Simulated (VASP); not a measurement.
Energy against volume of CuI (zinc blende). These are TPSS meta-GGA, VASP's PBE PAW potentials (set 64) (plane waves; VASP) values and carry that method's errors.

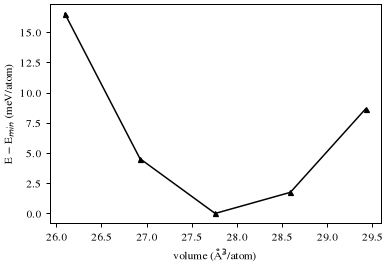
Figure: Energy against volume

Problem. Estimate the equilibrium volume and the bulk modulus.

Solution. The minimum lies near 27.9 Å³/atom, and the curvature gives B0 of about 39 GPa.

The compound is CuI in the zinc blende structure. It was relaxed first.
